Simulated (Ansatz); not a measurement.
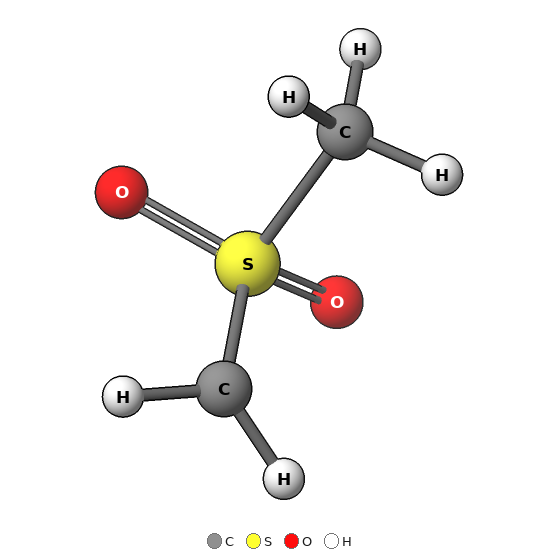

The species has charge −1 and is a spin singlet. The computed structure is the end point of a PBE0-D4/def2-TZVPD optimisation. Method: RKS B3LYP-D4/def2-TZVPPD (Ansatz 0.2.0).

Question: Estimate the dispersion correction.

Answer: −40.4 kJ/mol.

Question: Give the HOMO energy (Kohn–Sham orbital) at this level.

Answer: −0.38 eV.
